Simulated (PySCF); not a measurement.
SMILES CC(C)[SiH2]c1ccccc1 at its GFN2-xTB optimised geometry (Å):

```
24

C     -2.3435    -3.8491    -1.9818
C     -1.5655    -2.5411    -1.8703
C     -2.2176    -1.4637    -2.7346
Si    -1.4114    -1.9768    -0.0482
C     -0.4423    -0.3582     0.0000
C     -1.0931     0.8718     0.0021
C     -0.3836     2.0591     0.0014
C      1.0009     2.0379    -0.0005
C      1.6672     0.8240     0.0000
C      0.9495    -0.3582     0.0000
H     -3.3591    -3.7215    -1.6130
H     -2.3987    -4.1793    -3.0188
H     -1.8675    -4.6340    -1.3983
H     -0.5585    -2.7178    -2.2661
H     -3.2314    -1.2619    -2.3938
H     -2.2692    -1.7831    -3.7753
H     -1.6509    -0.5355    -2.6904
H     -2.7479    -1.7616     0.5217
H     -0.6985    -3.0036     0.7231
H     -2.1738     0.8979     0.0053
H     -0.9094     3.0036     0.0022
H      1.5584     2.9635    -0.0012
H      2.7479     0.8011     0.0003
H      1.4776    -1.3017     0.0020
```

Method: B3LYP/def2-SVP in PySCF. Cells within 0.4 Å of a nucleus heavier than hydrogen are left out (blank, or x).

Map of the log10 of the electron density (e/bohr³), floored at −4 on the plane z = 0.0 Å:

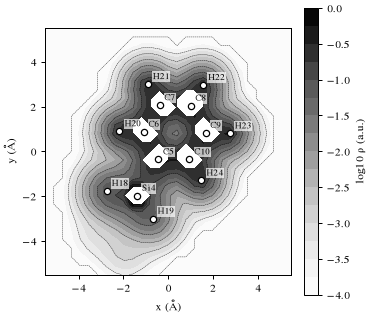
Log10 of the electron density (e/bohr³), floored at −4 on the plane z = 0.0 Å.
